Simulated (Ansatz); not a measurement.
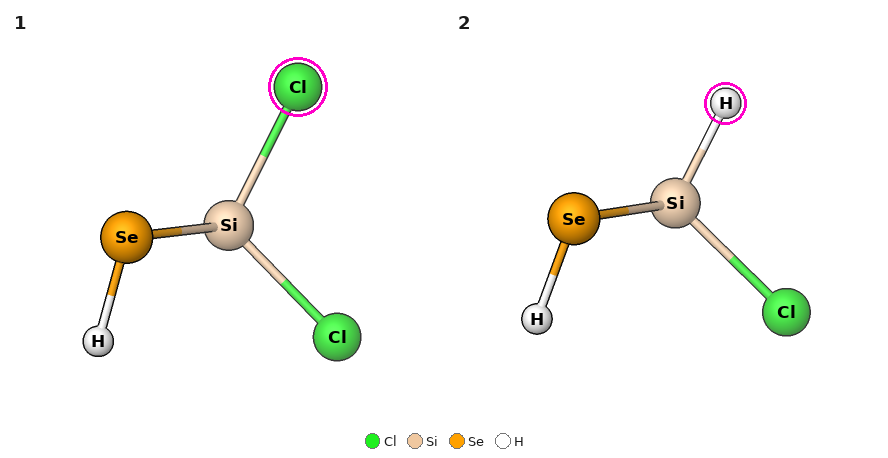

2 molecules with one skeleton, seen from the same side and at one scale; the atom that differs is circled. Each species is neutral and a spin doublet. Computed geometries: PBE0-D4/def2-TZVP optimisations, one conformation each. Properties computed with Ansatz 0.2.0.

One atom differs, called X below: Cl in panel 1, H in panel 2. Their formulas are Cl2HSeSi (`Cl[Si](Cl)[SeH]`), ClH2SeSi (`Cl[SiH][SeH]`).

In which is the dipole moment larger (ωB97M-V/def2-TZVPP)?

In panel 1 (X = Cl).

In which is the harmonic zero-point energy higher (PBE0-D4/def2-TZVP)?

In panel 2 (X = H).

Give the values. With PBE0-D4/def2-TZVP: length of X–Si (Å), angle Cl–Si–X (°), harmonic zero-point energy (kJ/mol). With ωB97M-V/def2-TZVPP: dipole moment (D).

| quantity | 1 (Cl) | 2 (H) | 2 − 1 |
| --- | --- | --- | --- |
| length of X–Si (Å) | 2.051 | 1.489 | −0.562 |
| angle Cl–Si–X (°) | 109.3 | 107.9 | −1.4 |
| dipole moment (D) | 1.24 | 0.85 | −0.39 |
| harmonic zero-point energy (kJ/mol) | 31.3 | 47.2 | +15.9 |
